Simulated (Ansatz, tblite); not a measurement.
**Ge(SiH3)2H2 (Si₂GeH₈): spin states and exact exchange**

Aim: set other spin states of Ge(SiH3)2H2 (Si₂GeH₈) against its singlet, on many levels of theory.

Computed with Ansatz 0.2.0, Gaussian basis. Level: as each input shows.

Plan: triplet, at the geometry of the singlet (GFN1-xTB, GFN2-xTB, PBE0-D4/def2-TZVP, PBE-D4/def2-TZVP, r2SCAN-D4/def2-TZVP); the singlet's energies come from earlier runs.

**1. The relaxed structure**

The singlet was relaxed beforehand with PBE-D4/def2-SVP.

11 atoms, charge 0, spin multiplicity 1.

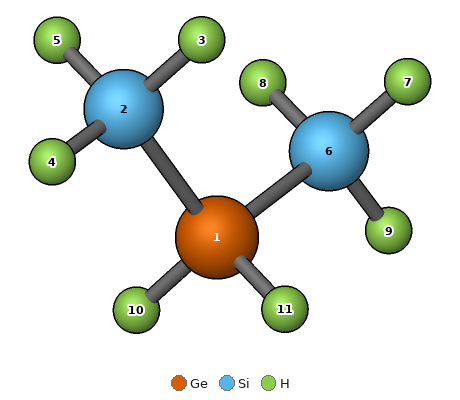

The structure; germanium orange, silicon blue, hydrogen green; atoms are numbered from 1 in the order of the file.

**2. Triplet at the fixed geometry, GFN1-xTB**

Tight binding, by tblite at 300 K electronic temperature and without a spin-polarisation term:

```python
tblite.interface.Calculator('GFN1-xTB', numbers, positions, charge=0, uhf=2).singlepoint()
```

Energy -259.1671 eV; 0.006 s.

**3. Triplet at the fixed geometry, GFN2-xTB**

Tight binding, by tblite at 300 K electronic temperature and without a spin-polarisation term:

```python
tblite.interface.Calculator('GFN2-xTB', numbers, positions, charge=0, uhf=2).singlepoint()
```

Energy -253.0008 eV; 0.005 s.

**4. Triplet at the fixed geometry, PBE0-D4/def2-TZVP**

Input file in.yaml:

```yaml
crystal:
  periodic: [false, false, false]
  atoms:
    - {symbol: Ge, position_ang: [-0.809080, 0.032293, -0.574795]}
    - {symbol: Si, position_ang: [-0.834728, -0.026658, 1.818296]}
    - {symbol: H, position_ang: [-0.153846, -1.279544, 2.300787]}
    - {symbol: H, position_ang: [-2.242904, -0.003806, 2.349673]}
    - {symbol: H, position_ang: [-0.091178, 1.163976, 2.362051]}
    - {symbol: Si, position_ang: [1.442985, 0.002358, -1.386161]}
    - {symbol: H, position_ang: [2.135548, -1.247060, -0.911356]}
    - {symbol: H, position_ang: [2.188566, 1.196789, -0.853642]}
    - {symbol: H, position_ang: [1.481481, 0.037040, -2.890540]}
    - {symbol: H, position_ang: [-1.530334, 1.315116, -1.076047]}
    - {symbol: H, position_ang: [-1.586500, -1.190504, -1.138266]}
basis:
  gaussian: {orbitals: def2-TZVP}
magnetization: {spin_polarized: true, initial_magnetization: 2}
hamiltonian: {xc: pbe0, dispersion: d4}
scf: {omitted_lower_state_checks: [starts]}
output: {orbitals: {seedname: orbitals}}
```

Started as:

```console
ansatz run in.yaml --threads 4 --pin off --events-out ev --progress --plain --max-ram 3916MiB
```

Log:

```text
Functional definition: PBE0
  name "PBE0"
  cite "Adamo & Barone, J. Chem. Phys. 110, 6158 (1999) doi:10.1063/1.478522"
  cite "Perdew, Burke & Ernzerhof, Phys. Rev. Lett. 77, 3865 (1996) doi:10.1103/PhysRevLett.77.3865"
  parent pbe
  parameter a = 0.25
  parameter kappa = 0.804
  parameter beta = 0.06672455060314922
  exchange = (1 - a)*pbe_x(kappa = kappa, mu = beta*pi^2/3) + a*exact_x
  correlation = pbe_c(beta = beta)
these checks for a lower state are left out or cut short: starts
1289 factors; their error is unknown
mean field evaluation 1: about -72383.3160 eV, gradient 1.4e1 eV
mean field evaluation 2: about -72383.6505 eV, gradient 1.4e1 eV
mean field evaluation 4: about -72384.1271 eV, gradient 5.3e-1 eV
mean field evaluation 8: about -72384.4608 eV, gradient 1.3e-1 eV
mean field evaluation 16: about -72384.4615 eV, gradient 2.2e-3 eV
mean field -72384.46147470 eV, -2660.0798952450 hartree, gradient 7.6e-6 eV, S^2 2.006717; 0 other end points of the search recorded, 0 dependent functions left out
reference -72384.46151648 eV, -2660.0798967806 hartree; 35, 33 occupied and 135, 137 virtual orbitals, 1289 factors
Total energy: -72384.66366137 eV, -2660.0873254681 hartree
Checks for a lower state left out: starts
```

Wall time 4.8 s (4 threads of Arm Neoverse V2, shared host); peak memory 0.61 GiB.

From the report: HOMO -2.28 eV, LUMO -6.04 eV (over both spins; with the spin held, an empty level of the minority spin lies below the top filled one); ⟨S²⟩ 2.007 (pure: 2.00).

**5. Triplet at the fixed geometry, PBE-D4/def2-TZVP**

start.molden holds the orbitals of an earlier run on this state, given as this run's starting guess.

in.yaml: that of step 4 with these lines changed.

```diff
@@ -15,5 +15,5 @@
 basis:
-  gaussian: {orbitals: def2-TZVP}
+  gaussian: {orbitals: def2-TZVP, initial_orbitals: start.molden}
 magnetization: {spin_polarized: true, initial_magnetization: 2}
-hamiltonian: {xc: pbe0, dispersion: d4}
+hamiltonian: {xc: pbe, dispersion: d4}
 scf: {omitted_lower_state_checks: [starts]}
```

The command is unchanged.

Log:

```text
Functional definition: PBE
  name "PBE"
  cite "Perdew, Burke & Ernzerhof, Phys. Rev. Lett. 77, 3865 (1996) doi:10.1103/PhysRevLett.77.3865"
  parent pbe
  parameter kappa = 0.804
  parameter beta = 0.06672455060314922
  exchange = pbe_x(kappa = kappa, mu = beta*pi^2/3)
  correlation = pbe_c(beta = beta)
these checks for a lower state are left out or cut short: starts
1214 factors; their error is unknown
mean field evaluation 1: about -72381.2941 eV, gradient 8.4e0 eV
mean field evaluation 2: about -72381.4249 eV, gradient 2.0e-1 eV
mean field evaluation 4: about -72381.3978 eV, gradient 5.4e-2 eV
mean field evaluation 8: about -72381.3978 eV, gradient 1.7e-5 eV
mean field -72381.39784657 eV, -2659.9673089878 hartree, gradient 1.7e-5 eV, S^2 2.005090; 0 other end points of the search recorded, 0 dependent functions left out
reference -72381.39790191 eV, -2659.9673110217 hartree; 35, 33 occupied and 135, 137 virtual orbitals, 1214 factors
Total energy: -72381.63250110 eV, -2659.9759323828 hartree
Checks for a lower state left out: starts
```

Wall time 2.7 s (4 threads of Arm Neoverse V2, shared host).

HOMO -1.66 eV, LUMO -6.79 eV (over both spins; with the spin held, an empty level of the minority spin lies below the top filled one); ⟨S²⟩ 2.005 (pure: 2.00).

**6. Triplet at the fixed geometry, r2SCAN-D4/def2-TZVP**

in.yaml: that of step 5 with these lines changed.

```diff
@@ -17,3 +17,3 @@
 magnetization: {spin_polarized: true, initial_magnetization: 2}
-hamiltonian: {xc: pbe, dispersion: d4}
+hamiltonian: {xc: r2scan, dispersion: d4}
 scf: {omitted_lower_state_checks: [starts]}
```

Same command.

Log:

```text
Functional definition: r2SCAN
  name "r2SCAN"
  cite "Furness, Kaplan, Ning, Perdew & Sun, J. Phys. Chem. Lett. 11, 8208 (2020) doi:10.1021/acs.jpclett.0c02405"
  cite "Furness, Kaplan, Ning, Perdew & Sun, J. Phys. Chem. Lett. 11, 9248 (2020) doi:10.1021/acs.jpclett.0c03077"
  parent r2scan
  parameter k0 = 0.174
  parameter k1 = 0.065
  parameter a1 = 4.9479
  exchange = r2scan_x(k0 = k0, k1 = k1, a1 = a1)
  correlation = r2scan_c
these checks for a lower state are left out or cut short: starts
1214 factors; their error is unknown
mean field evaluation 1: about -72396.6363 eV, gradient 5.8e0 eV
mean field evaluation 2: about -72396.6881 eV, gradient 8.2e-2 eV
mean field evaluation 4: about -72396.6650 eV, gradient 5.7e-3 eV
mean field evaluation 8: about -72396.6650 eV, gradient 8.2e-5 eV
mean field -72396.66497626 eV, -2660.5283656557 hartree, gradient 2.0e-5 eV, S^2 2.008606; 0 other end points of the search recorded, 0 dependent functions left out
reference -72396.66499603 eV, -2660.5283663823 hartree; 35, 33 occupied and 135, 137 virtual orbitals, 1214 factors
Total energy: -72396.72233618 eV, -2660.5304735937 hartree
Checks for a lower state left out: starts
```

It took 7 s on 4 threads of Arm Neoverse V2, shared host.

Report: HOMO -1.70 eV, LUMO -6.68 eV (over both spins; with the spin held, an empty level of the minority spin lies below the top filled one); ⟨S²⟩ 2.009 (pure: 2.00).

**7. Triplet less singlet, vertical**

The singlet's energies are those of its earlier runs, whose logs aren't repeated here.

| level | triplet less singlet, vertical (kcal/mol) | time |
| --- | --- | --- |
| GFN1-xTB | +97.6 | 0.012 s |
| GFN2-xTB | +99.7 | 0.009 s |
| PBE-D4/def2-TZVP | +127.8 | 4 s |
| r2SCAN-D4/def2-TZVP | +132.0 | 9.5 s |
| PBE0-D4/def2-TZVP | +133.6 | 7.3 s |

Times add the two runs; a level without a time comes out of a correlated run. Tight binding without a spin term can't rank spin states.

**8. Results**

```
                                                quantity                                         value
triplet less singlet, vertical, functionals in def2-TZVP  +127.8 (PBE-D4) to +133.6 kcal/mol (PBE0-D4)
```

In words: All functionals put the triplet above the singlet, over a spread of 5.9 kcal/mol. The checks for a lower triplet were left out, so another state of that spin may lie lower. These are electronic energies, without zero-point motion, entropy or surroundings.
